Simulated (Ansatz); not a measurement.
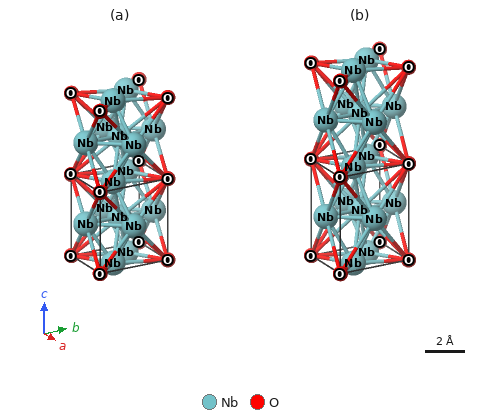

The structure of a crystal of Nb5O (a generated structure, set up in P6/mmm) (coarse preliminary run) before (left) and after (right) a relaxation, at one scale.

The picture is a ball-and-stick view of the cell of the calculation, repeated 1 × 1 × 2 with one cell outlined, seen slightly off an axis.

All numbers below come from DFT PBE, scalar-relativistic, plane waves, PAW in Ansatz 0.2.0.

The input:
```yaml
crystal:
  lattice:
    - [5.11070813, 0.0, 0.0]
    - [-2.55535407, 4.42600307, 0.0]
    - [0.0, 0.0, 4.26869757]
  atoms:
    - { symbol: Nb, position: [0.33333333, 0.66666667, 0.0] }
    - { symbol: Nb, position: [0.66666667, 0.33333333, 0.0] }
    - { symbol: Nb, position: [0.5, 0.0, 0.5] }
    - { symbol: Nb, position: [0.5, 0.5, 0.5] }
    - { symbol: Nb, position: [0.0, 0.5, 0.5] }
    - { symbol: O, position: [0.0, 0.0, 0.0] }
basis:
  ecutwfc: 420
kpoints:
  mp_grid: { grid: [6, 6, 4] }
hamiltonian:
  xc: pbe
scf:
  occupations: { method: gaussian, width: 0.1 }
  lower_state_search: "off"
output:
  forces: true
  stress: true
  eigenvalues: true
relax:
  adjacent_minimum: "off"
  f_tol: 0.04
  max_steps: 70
  cell: { stress_tol: 0.4 }
```

Command:
```bash
ansatz run input.yaml --threads 1 --pin off --max-ram 2560MiB --backend cpu --events-out ev --progress --plain --runs-dir out
```

What changed between the two?

The energy falls by 2.196 eV per cell of the calculation in 8 accepted moves (11 points after the start). All forces vanish by symmetry, so only the cell relaxes. The pressure goes from 34.27 to 0.06 GPa. The line search rejected the trial step at point 9 of the run. At 2 points the geometry stayed and the basis and grid were re-selected for the new cell (energy shift of 56.7 meV per cell of the calculation at most each time). The atoms keep their places relative to the cell (all moves are under 0.005 Å). Cell: a = b 5.111 → 5.149 Å (+0.7 %), c 4.269 → 5.064 Å (+18.6 %). Volume +20.4 %. Near-neighbour distances that change, for instance: Nb1–Nb3 2.595 → 2.936 Å, Nb3–O6 3.329 → 3.611 Å, Nb1–O6 2.951 → 2.973 Å, Nb1–Nb2 2.951 → 2.973 Å. Among the angles between lasting bonds that change: Nb3–Nb1–Nb3 110.7° → 119.2°, Nb3–Nb1–Nb4 147.0° → 150.7°. The space group stays P6/mmm (No. 191). Cost: 79 s on 1 thread of Arm Neoverse V1 (shared host), peak memory 0.4 GiB.
